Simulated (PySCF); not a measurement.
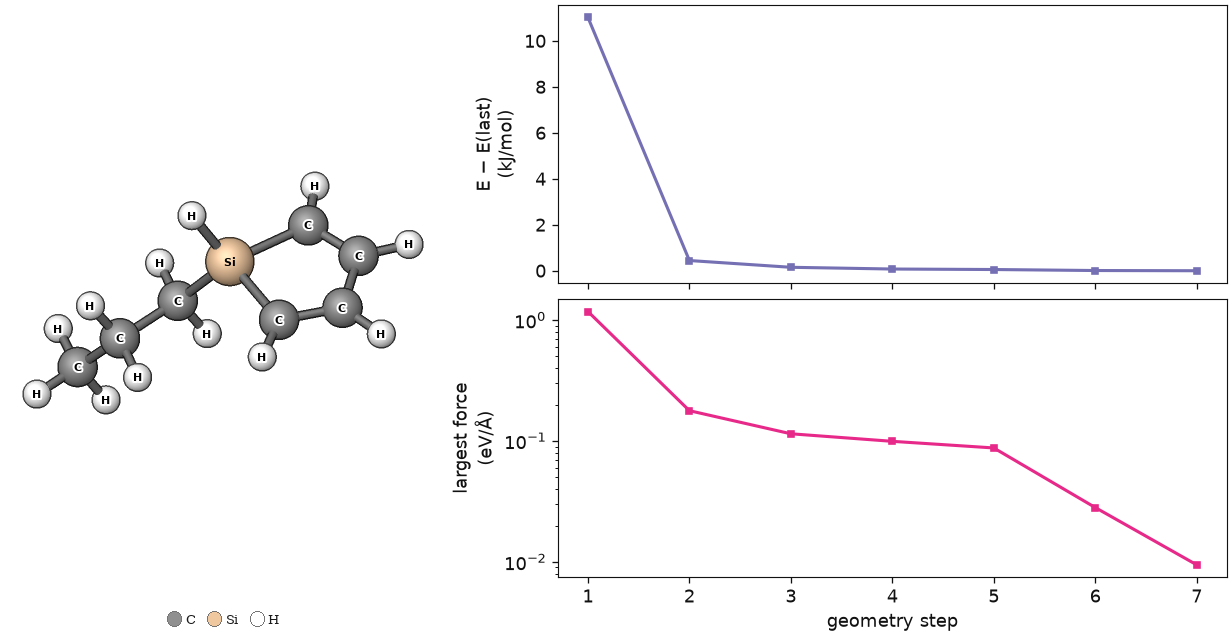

Beside the plot: the molecule at the start.

History of a geometry optimisation.

The run: C7H12Si (SMILES CCC[SiH]1C=CC=C1), by PBE0-D3(BJ)/def2-SVP, geometry optimisation in PySCF.

### How did it end, and what did it gain?

The optimisation met its thresholds at geometry 7, counting the start as the first. The energy fell by about 11 kJ/mol from the first step to the last. The largest force goes from about 1.2 eV/Å at the start to 9 × 10⁻³ eV/Å at the end.

### By which step was nine tenths of the energy gained?

By step 2 of 7.
